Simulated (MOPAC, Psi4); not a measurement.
Two rigid molecules brought together: H4Si ··· Cl2 (SMILES [SiH4] and ClCl), singlet. Monomers: optimised at B3LYP-D3(BJ) (def2-TZVP), held rigid. Orientation: lowest of the rigid-body minima from ten starts at GFN2-xTB. R is the distance of the centres of mass, along which the second monomer moves.

Geometry at R = 4.20 Å (first 5 atoms: monomer A):
```
7

Si     0.0000     0.0000     0.0000
H     -0.2897    -0.9873    -1.0643
H     -0.7341     1.2550    -0.2781
H      1.4540     0.2761     0.0344
H     -0.4301    -0.5438     1.3080
Cl     1.3123     1.1849    -2.7556
Cl     1.1926     1.9203    -4.6262
```

- revPBE/def2-TZVP, counterpoise-corrected (Psi4)
- HF/aug-cc-pVTZ, counterpoise-corrected (Psi4)
- PM3, restricted, heats of formation (MOPAC)
- MP2/aug-cc-pVTZ = DF-MP2/aug-cc-pVTZ, frozen core, counterpoise-corrected in Psi4
- PBE-D3(BJ)/def2-TZVP, counterpoise-corrected (Psi4)

Interaction energies in kcal/mol (negative: bound); R is the distance of the centres of mass, d the H4···Cl6 distance.

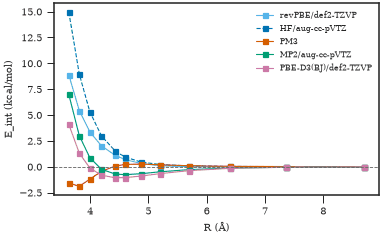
Fig. 1. Interaction energy against separation.

| R / Å | d / Å | revPBE/def2-TZVP | HF/aug-cc-pVTZ | PM3 | MP2/aug-cc-pVTZ | PBE-D3(BJ)/def2-TZVP |
|---|---|---|---|---|---|---|
| 3.64 | 2.42 | 8.88 | 14.96 | -1.58 | 6.99 | 4.10 |
| 3.82 | 2.59 | 5.43 | 8.96 | -1.88 | 3.01 | 1.31 |
| 4.00 | 2.75 | 3.38 | 5.33 | -1.20 | 0.88 | -0.11 |
| 4.20 | 2.94 | 2.02 | 2.98 | -0.44 | -0.25 | -0.82 |
| 4.44 | 3.16 | 1.09 | 1.50 | 0.08 | -0.71 | -1.06 |
| 4.61 | 3.32 | 0.70 | 0.93 | 0.23 | -0.76 | -1.05 |
| 4.87 | 3.57 | 0.33 | 0.47 | 0.26 | -0.67 | -0.90 |
| 5.20 | 3.89 | 0.10 | 0.22 | 0.19 | -0.49 | -0.67 |
| 5.70 | 4.37 | 0.00 | 0.08 | 0.10 | -0.28 | -0.37 |
| 6.41 | 5.07 | -0.01 | 0.03 | 0.04 | -0.12 | -0.15 |
| 7.37 | 6.01 | 0.00 | 0.01 | 0.02 | -0.05 | -0.05 |
| 8.71 | 7.33 | 0.00 | 0.00 | 0.01 | -0.01 | -0.01 |

Lowest grid point: revPBE/def2-TZVP -0.01 kcal/mol at R = 6.41 Å; HF/aug-cc-pVTZ 0.00 kcal/mol at R = 8.71 Å; PM3 -1.88 kcal/mol at R = 3.82 Å; MP2/aug-cc-pVTZ -0.76 kcal/mol at R = 4.61 Å; PBE-D3(BJ)/def2-TZVP -1.06 kcal/mol at R = 4.44 Å.
